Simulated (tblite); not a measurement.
Run report: C4H11AlOSi, geometry relaxation (part 3 of 3)

C4H11AlOSi; GFN2-xTB geometry optimisation, gas phase (tblite 0.8.0). It belongs to a series of runs on one base structure; here: ring closed by a new Si-C bond.

Geometry of the input (Å):
```
C  -2.4311  0.8217  -0.9436
C  -1.3669  0.3930  -0.2938
C  -1.4149  -0.7887  0.6362
Al 0.4167  -0.9554  1.3354
O  1.4283  0.3567  0.5246
C  2.3897  -0.2388  -0.3305
Si 0.2810  1.2160  -0.4680
H  -3.3918  0.3326  -0.8204
H  -2.3716  1.6781  -1.6053
H  -1.7142  -1.7026  0.0794
H  -2.1396  -0.5968  1.4612
H  0.4072  -0.7270  2.9236
H  0.9853  -2.4142  1.0150
H  2.9924  0.5461  -0.8505
H  1.9500  -0.9135  -1.0912
H  3.1240  -0.8137  0.2922
H  0.1789  2.6052  0.0085
H  0.6677  1.2078  -1.8847
```

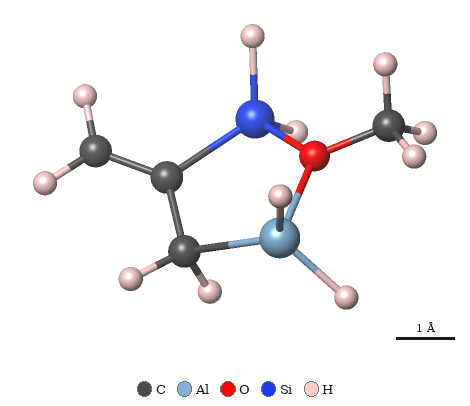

**Figure 1.** The geometry at step 110 of the log (ball-and-stick view, seen at a tilt).

Trajectory as extended XYZ, continued
```
18
Properties=species:S:1:pos:R:3:forces:R:3 step=85 energy=-573.28488
C    -2.6138    1.0858   -0.6230   -0.0020   0.0190  -0.0020
C    -1.5165    0.3890   -0.3321    0.0150  -0.0210  -0.0040
C    -1.5141   -0.7798    0.6199   -0.0110   0.0160   0.0020
Al    0.3476   -1.1974    1.3251    0.0260  -0.0180   0.0130
O     1.1168   -0.0314    0.0436    0.0010   0.0080   0.0100
C     2.5220   -0.0060    0.0185   -0.0740   0.0100  -0.0160
Si    0.1645    0.8428   -1.0329   -0.0270   0.0190   0.0260
H    -3.5785    0.8312   -0.2102    0.0200   0.0200   0.0460
H    -2.5943    1.9360   -1.2858    0.0080  -0.0020   0.0030
H    -1.6643   -1.6866   -0.0003    0.0010  -0.0030   0.0140
H    -2.4085   -0.7226    1.2531   -0.0360  -0.0280  -0.0490
H     1.0296   -0.6326    2.6153   -0.0460  -0.0050  -0.0020
H     0.9288   -2.5538    0.7787    0.0230  -0.0070   0.0280
H     2.8963    0.9094    0.4767    0.0020   0.0460   0.0030
H     2.8839   -0.0706   -1.0058    0.0590  -0.0400  -0.0560
H     2.8751   -0.8637    0.5913    0.0360  -0.0220   0.0270
H     0.6004    2.2329   -0.8878   -0.0060   0.0080  -0.0030
H     0.5162    0.3237   -2.3560    0.0100   0.0000  -0.0390
18
Properties=species:S:1:pos:R:3:forces:R:3 step=90 energy=-573.29479
C    -2.6019    1.1253   -0.5783    0.0120   0.0310   0.0110
C    -1.5278    0.3749   -0.3336    0.0250   0.0150   0.0240
C    -1.5348   -0.8057    0.5950    0.0580  -0.0080  -0.0160
Al    0.3372   -1.1948    1.3359   -0.0730   0.0090   0.0130
O     1.1135   -0.0349    0.0502   -0.0060  -0.0770  -0.0250
C     2.5175    0.0145    0.0173    0.0910  -0.0140   0.0000
Si    0.1503    0.8083   -1.0495    0.0620  -0.0990  -0.0080
H    -3.5662    0.9147   -0.1396    0.0430  -0.0020   0.0090
H    -2.5497    1.9864   -1.2244   -0.0450   0.0180   0.0050
H    -1.5933   -1.7075   -0.0460    0.0260  -0.0550  -0.0410
H    -2.4772   -0.8072    1.1558    0.0320  -0.0050   0.0470
H     1.0103   -0.6177    2.6229   -0.0570   0.0130   0.0100
H     0.9335   -2.5569    0.8213    0.0040   0.0020   0.0010
H     2.8752    0.9592    0.4285   -0.0110   0.0450   0.0030
H     2.8863   -0.0901   -1.0034   -0.0210  -0.0280  -0.0320
H     2.9122   -0.8049    0.6250   -0.1210   0.0360  -0.0030
H     0.6106    2.1886   -0.9238   -0.0160   0.0860  -0.0290
H     0.4955    0.2540   -2.3650   -0.0020   0.0330   0.0320
18
Properties=species:S:1:pos:R:3:forces:R:3 step=95 energy=-573.30342
C    -2.5859    1.1351   -0.5693   -0.0080  -0.0010   0.0140
C    -1.5211    0.3685   -0.3330    0.0100  -0.0050  -0.0150
C    -1.5350   -0.8250    0.5786   -0.0370   0.0040  -0.0220
Al    0.3162   -1.1936    1.3548    0.0630  -0.0140   0.0070
O     1.1195   -0.0521    0.0505   -0.0240  -0.0180  -0.0180
C     2.5235    0.0069   -0.0119   -0.0780  -0.0390   0.0270
Si    0.1603    0.8104   -1.0295   -0.0240   0.0860  -0.0240
H    -3.5475    0.9332   -0.1239   -0.0170  -0.0260   0.0080
H    -2.5368    1.9966   -1.2168    0.0130  -0.0040   0.0560
H    -1.5571   -1.7283   -0.0683   -0.0140   0.0530  -0.0180
H    -2.4897   -0.8429    1.1204    0.0620  -0.0340   0.0120
H     0.9428   -0.5951    2.6527   -0.0340   0.0290   0.0030
H     0.9511   -2.5519    0.8693   -0.0210   0.0170   0.0080
H     2.8782    0.9828    0.3222    0.0090   0.0120  -0.0070
H     2.8651   -0.1728   -1.0315    0.0380  -0.0220   0.0010
H     2.9145   -0.7663    0.6490    0.0320  -0.0170   0.0270
H     0.5946    2.2014   -0.8643   -0.0130  -0.0260  -0.0470
H     0.4986    0.2996   -2.3604    0.0420   0.0040  -0.0110
18
Properties=species:S:1:pos:R:3:forces:R:3 step=100 energy=-573.31056
C    -2.5740    1.1669   -0.5177   -0.0040   0.0060   0.0110
C    -1.5218    0.3706   -0.3290   -0.0050  -0.0020   0.0140
C    -1.5343   -0.8447    0.5473    0.0670  -0.0220  -0.0060
Al    0.3097   -1.1913    1.3611   -0.0210   0.0150  -0.0350
O     1.1072   -0.0577    0.0485    0.0050   0.0710  -0.0100
C     2.5099    0.0203    0.0001    0.0660   0.0580  -0.0370
Si    0.1533    0.7887   -1.0569   -0.0240  -0.0940   0.0030
H    -3.5321    0.9756   -0.0612   -0.0110  -0.0300   0.0210
H    -2.5094    2.0467   -1.1356   -0.0240   0.0470   0.0090
H    -1.5006   -1.7247   -0.1270   -0.0200  -0.0150  -0.0220
H    -2.4964   -0.9180    1.0675    0.0140   0.0310  -0.0040
H     0.9024   -0.5846    2.6712   -0.0190   0.0240  -0.0180
H     0.9457   -2.5435    0.8770    0.0240  -0.0250   0.0250
H     2.8488    1.0146    0.3102   -0.0370  -0.1170   0.0040
H     2.8694   -0.1702   -1.0150   -0.0160  -0.0410   0.0790
H     2.9136   -0.7330    0.6794   -0.0210   0.0420  -0.0070
H     0.6005    2.1769   -0.9725    0.0130   0.0480   0.0160
H     0.4994    0.2138   -2.3591    0.0140   0.0030  -0.0440
18
Properties=species:S:1:pos:R:3:forces:R:3 step=105 energy=-573.31838
C    -2.5719    1.1740   -0.4914   -0.0030   0.0070   0.0010
C    -1.5217    0.3679   -0.3312    0.0170  -0.0030  -0.0390
C    -1.5229   -0.8654    0.5172   -0.0230  -0.0050  -0.0270
Al    0.3034   -1.1844    1.3629    0.0040   0.0000   0.0010
O     1.1065   -0.0703    0.0295    0.0580  -0.0120   0.0380
C     2.5108    0.0028   -0.0235   -0.0150  -0.0480   0.0490
Si    0.1511    0.7933   -1.0598    0.0220   0.0670  -0.0400
H    -3.5271    0.9727   -0.0291    0.0390   0.0050  -0.0080
H    -2.5054    2.0695   -1.0900   -0.0510  -0.0200   0.0560
H    -1.4772   -1.7310   -0.1757   -0.0520   0.0000   0.0140
H    -2.4824   -0.9517    1.0400    0.0010  -0.0140  -0.0300
H     0.8159   -0.5306    2.6832    0.0280   0.0250  -0.0360
H     0.9673   -2.5456    0.9475    0.0330   0.0060   0.0140
H     2.8439    1.0140    0.2135    0.0260   0.0210  -0.0470
H     2.8732   -0.2822   -1.0133   -0.0080   0.0300   0.0280
H     2.9175   -0.6857    0.7188   -0.0520  -0.0280   0.0130
H     0.5866    2.1867   -0.9302    0.0000  -0.0170   0.0000
H     0.5237    0.2723   -2.3800   -0.0240  -0.0140   0.0120
18
Properties=species:S:1:pos:R:3:forces:R:3 step=110 energy=-573.32612
C    -2.5627    1.1936   -0.4250   -0.0220   0.0180  -0.0110
C    -1.5209    0.3665   -0.3400    0.0750  -0.0460  -0.0410
C    -1.5261   -0.9033    0.4533    0.0190   0.0000  -0.0200
Al    0.2857   -1.1687    1.3528    0.0130  -0.0190  -0.0060
O     1.1069   -0.0921    0.0006   -0.0600   0.0150  -0.0040
C     2.5103   -0.0119   -0.0237   -0.0990   0.0280   0.0010
Si    0.1521    0.7904   -1.0816    0.0120  -0.0010   0.0510
H    -3.5080    0.9754    0.0450   -0.0140  -0.0390   0.0560
H    -2.5120    2.1254   -0.9611    0.0210   0.0460  -0.0360
H    -1.4630   -1.7434   -0.2636    0.0090  -0.0330  -0.0480
H    -2.4898   -1.0282    0.9581   -0.0280   0.0530   0.0060
H     0.7561   -0.4236    2.6392    0.0180   0.0230   0.0000
H     0.9875   -2.5368    1.0434    0.0280   0.0120  -0.0040
H     2.8308    1.0199    0.1032    0.0500   0.1040   0.0700
H     2.9063   -0.3837   -0.9660   -0.0030  -0.0950  -0.1150
H     2.8898   -0.6188    0.7937    0.0570  -0.0660   0.1020
H     0.6183    2.1708   -0.9376   -0.0240   0.0190  -0.0020
H     0.5298    0.2747   -2.4022   -0.0520  -0.0200   0.0020
18
Properties=species:S:1:pos:R:3:forces:R:3 step=115 energy=-573.33148
C    -2.5613    1.1927   -0.4219    0.0130  -0.0210   0.0080
C    -1.5143    0.3668   -0.3576   -0.0680   0.0490   0.0550
C    -1.5213   -0.9033    0.4383    0.0000  -0.0140  -0.0110
Al    0.2923   -1.1699    1.3461   -0.0330   0.0140   0.0000
O     1.0999   -0.0776    0.0070    0.0030   0.0160  -0.0040
C     2.5034   -0.0130   -0.0081    0.0040  -0.0110   0.0070
Si    0.1574    0.7964   -1.0899   -0.0250  -0.0230  -0.0200
H    -3.4956    0.9582    0.0681    0.0390   0.0100  -0.0180
H    -2.5291    2.1324   -0.9509    0.0310  -0.0450   0.0100
H    -1.4758   -1.7462   -0.2793   -0.0050   0.0090   0.0080
H    -2.4850   -1.0065    0.9531    0.0380   0.0000  -0.0300
H     0.7631   -0.4239    2.6352   -0.0030   0.0090  -0.0110
H     1.0172   -2.5254    1.0357    0.0110   0.0010  -0.0100
H     2.8376    1.0146    0.1362    0.0280   0.0290   0.0200
H     2.8954   -0.3856   -0.9551    0.0020  -0.0230  -0.0250
H     2.8783   -0.6347    0.8065   -0.0220  -0.0030   0.0080
H     0.6206    2.1793   -0.9684   -0.0090   0.0030   0.0060
H     0.5084    0.2521   -2.4066   -0.0040   0.0010   0.0100
18
Properties=species:S:1:pos:R:3:forces:R:3 step=120 energy=-573.33303
C    -2.5521    1.2027   -0.3930    0.0140   0.0020   0.0060
C    -1.5145    0.3659   -0.3531    0.0200  -0.0060  -0.0130
C    -1.5196   -0.9187    0.4159   -0.0190  -0.0010   0.0030
Al    0.2825   -1.1637    1.3440    0.0200  -0.0070   0.0020
O     1.0984   -0.0674    0.0080    0.0030  -0.0080   0.0110
C     2.5028   -0.0067   -0.0034   -0.0100  -0.0020  -0.0040
Si    0.1525    0.7862   -1.1016    0.0070   0.0140  -0.0080
H    -3.4817    0.9728    0.1041   -0.0140   0.0020   0.0020
H    -2.5092    2.1487   -0.9073    0.0060  -0.0030  -0.0040
H    -1.4589   -1.7510   -0.3120    0.0030   0.0200  -0.0030
H    -2.4858   -1.0368    0.9182   -0.0180  -0.0130   0.0120
H     0.7404   -0.4023    2.6292   -0.0080   0.0020  -0.0090
H     1.0147   -2.5197    1.0466    0.0130   0.0200  -0.0030
H     2.8402    1.0239    0.1230    0.0120  -0.0220   0.0050
H     2.8938   -0.4013   -0.9430    0.0100   0.0020   0.0120
H     2.8704   -0.6148    0.8254   -0.0150   0.0100  -0.0120
H     0.6181    2.1713   -1.0038   -0.0190  -0.0150   0.0010
H     0.4994    0.2175   -2.4088   -0.0070   0.0040   0.0040
18
Properties=species:S:1:pos:R:3:forces:R:3 step=125 energy=-573.33360
C    -2.5477    1.2052   -0.3797   -0.0040   0.0010  -0.0100
C    -1.5121    0.3654   -0.3527   -0.0130  -0.0040   0.0060
C    -1.5199   -0.9252    0.4057    0.0050  -0.0040   0.0070
Al    0.2811   -1.1617    1.3430   -0.0100   0.0050  -0.0080
O     1.0963   -0.0662    0.0064   -0.0010   0.0060  -0.0100
C     2.5002   -0.0109   -0.0045    0.0070  -0.0030   0.0060
Si    0.1524    0.7873   -1.1049   -0.0060  -0.0030   0.0110
H    -3.4776    0.9724    0.1167    0.0090   0.0090   0.0010
H    -2.5044    2.1540   -0.8882    0.0020   0.0090  -0.0030
H    -1.4537   -1.7475   -0.3319   -0.0020  -0.0090   0.0020
H    -2.4883   -1.0498    0.9038    0.0060  -0.0070  -0.0020
H     0.7199   -0.3882    2.6258    0.0000   0.0090   0.0050
H     1.0337   -2.5081    1.0598    0.0090   0.0050  -0.0090
H     2.8454    1.0188    0.1046   -0.0040  -0.0060  -0.0030
H     2.8925   -0.4261   -0.9343    0.0070   0.0030   0.0010
H     2.8615   -0.6042    0.8366    0.0070  -0.0150   0.0080
H     0.6136    2.1724   -1.0061   -0.0070   0.0040   0.0010
H     0.4983    0.2188   -2.4121   -0.0040   0.0000  -0.0010
18
Properties=species:S:1:pos:R:3:forces:R:3 step=130 energy=-573.33394
C    -2.5473    1.2059   -0.3833    0.0010   0.0030   0.0090
C    -1.5141    0.3633   -0.3527    0.0040   0.0010   0.0000
C    -1.5212   -0.9257    0.4090    0.0020   0.0000  -0.0070
Al    0.2821   -1.1614    1.3406    0.0060   0.0080   0.0000
O     1.0974   -0.0627    0.0052    0.0030  -0.0080   0.0040
C     2.5020   -0.0116   -0.0011   -0.0040  -0.0030  -0.0020
Si    0.1498    0.7854   -1.1062    0.0020   0.0000   0.0010
H    -3.4757    0.9795    0.1181   -0.0080   0.0030  -0.0040
H    -2.5012    2.1533   -0.8950    0.0020  -0.0050   0.0000
H    -1.4570   -1.7491   -0.3277    0.0000  -0.0080   0.0020
H    -2.4883   -1.0506    0.9093   -0.0010   0.0010   0.0010
H     0.7218   -0.3900    2.6252   -0.0020   0.0040  -0.0010
H     1.0417   -2.5032    1.0502    0.0000   0.0050  -0.0050
H     2.8500    1.0157    0.1184   -0.0060   0.0040   0.0030
H     2.8967   -0.4182   -0.9339   -0.0010  -0.0030   0.0030
H     2.8587   -0.6146    0.8358    0.0000  -0.0030  -0.0050
H     0.6007    2.1740   -1.0106    0.0020   0.0020   0.0010
H     0.4950    0.2162   -2.4130    0.0000   0.0000  -0.0010
```

Summary

| quantity | value |
| --- | --- |
| outcome | converged |
| total energy | −573.3339 eV |
| hardware | 1 CPU thread, shared host |
| wall time | 1.1 s |
| peak memory | 0.18 GiB |
